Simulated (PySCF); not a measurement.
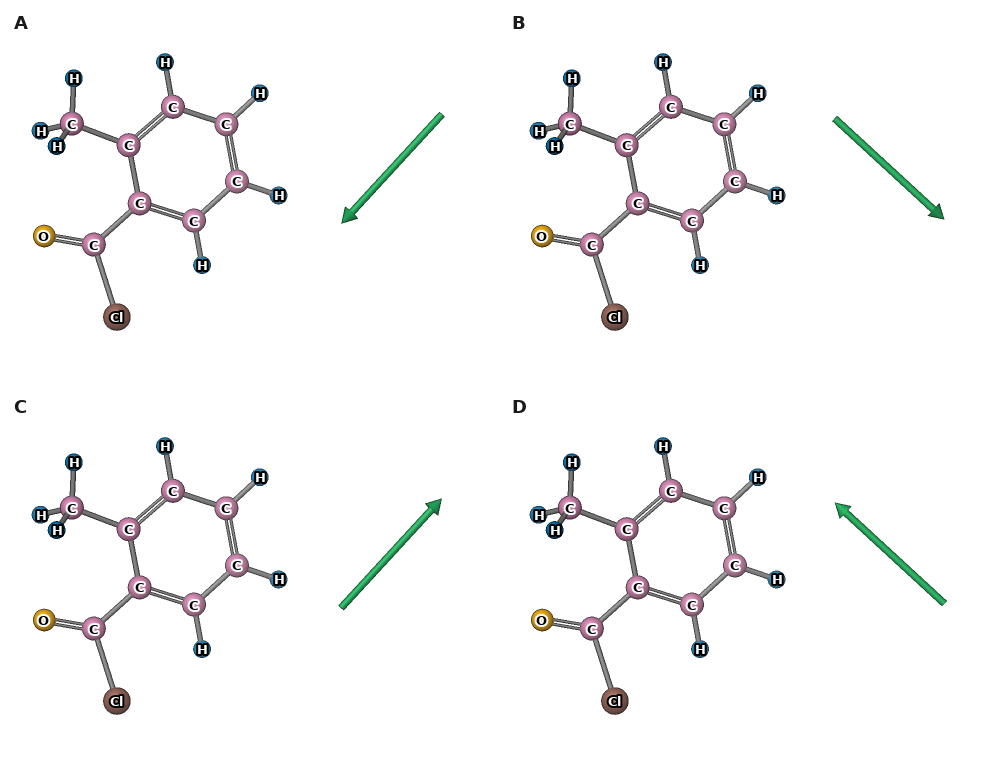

The same molecule four times, each with an arrow. Computed geometry: GFN2-xTB optimisation. No frequency run is at hand to confirm it as a minimum. Level of theory: PBE0/pcSseg-1, gas phase (PySCF 2.14.0).

> Which arrow points along the dipole moment, from the negative to the positive end?

C. The dipole moment is 3.85 D.
